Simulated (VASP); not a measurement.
Band structure of MnB (space group P6/mmm). Method: PBE GGA, VASP's PBE PAW potentials (set 64) (plane waves; VASP).

The moments were started parallel, and other spin orders were not tried in this run.

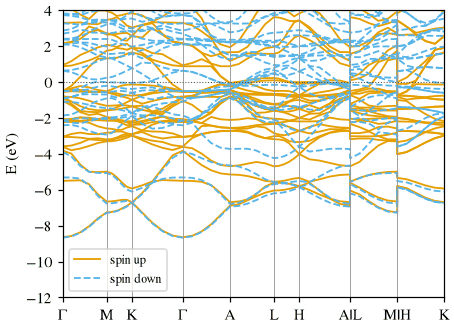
Figure: Bands along high-symmetry lines, zero at the valence-band maximum or, without a gap, the Fermi level

Question: Read the plot: is there a gap, and where are the band edges?

Answer: It has no gap at this level: it comes out as a metal or semimetal.

The structure was generated: MnB was put into an ordered model structure, which need not be its known phase. The cell was not relaxed at this level. The k-mesh is coarse (spacing up to 0.48 per Å, 2π included), so the numbers may not be converged in it.
